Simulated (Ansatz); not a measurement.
# A computed series for CdO: pressure series

The parent structure is CdO in the rock salt structure (space group Fm-3m, No. 225; a = 4.768 Å).

Cell and atoms are relaxed at each pressure.

Computed with PBE (Ansatz, a program for electronic structure; PAW; 420 eV plane waves; no spin-orbit coupling), earlier PAW set.

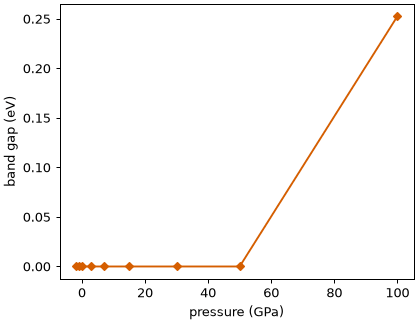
Figure. Band gap against pressure

```json
[
 {"pressure (GPa)": "-2", "band gap": "zero"},
 {"pressure (GPa)": "-1", "band gap": "zero"},
 {"pressure (GPa)": "3", "band gap": "zero"},
 {"pressure (GPa)": "7", "band gap": "zero"},
 {"pressure (GPa)": "15", "band gap": "zero"},
 {"pressure (GPa)": "30", "band gap": "zero"},
 {"pressure (GPa)": "50", "band gap": "zero"},
 {"pressure (GPa)": "100", "band gap": "0.25 eV"}
]
```

The mesh was chosen for an insulator and is coarse for the gapless case. Load acts through the strain it causes; cell and atoms are relaxed under it. Stability against distortions was not tested. No other phases were tried under pressure. The final runs are not spin-polarised. The zero or small gap of CdO can change with the level of theory.
